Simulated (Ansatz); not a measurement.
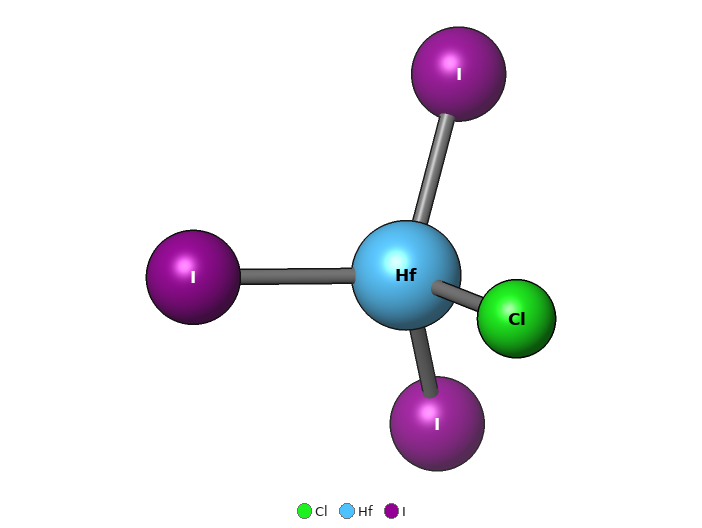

A molecule with one transition-metal atom. The species is neutral and a spin singlet. The computed structure is the end point of a PBE-D4/def2-SVP optimisation. No frequency run is at hand to confirm it as a minimum.

Describe the coordination sphere.

Hf binds 4 atoms: 1 Cl at 2.33 Å, 3 I at 2.69 Å. The arrangement is tetrahedral.

What are the formal oxidation state of the metal and its number of d electrons?

Hf(IV), d⁰, counting the ligands as closed-shell ions or neutral donors.
